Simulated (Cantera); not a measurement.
A closed system holds: 1 mol Cu2O, 1.2 mol H2, 0.48 mol H2O, held at 10.0 Torr.

Equilibrium computed with Cantera from the NASA thermochemical tables; the gas is ideal and each condensed phase is pure. Candidate condensed phases: Cu, CuO, Cu(OH)2, Cu2O, H2O; 12 gas species. Kinetics and transport are ignored.

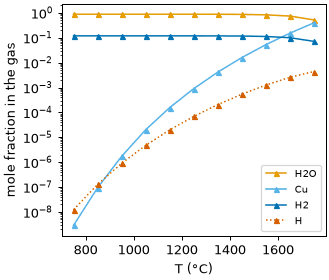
Fig. 1. Equilibrium gas composition (values under 1e-9 drawn at 1e-9)

From 750 °C to 1050 °C the condensed part is Cu(s). From 1150 °C to 1750 °C the condensed part is Cu(l).
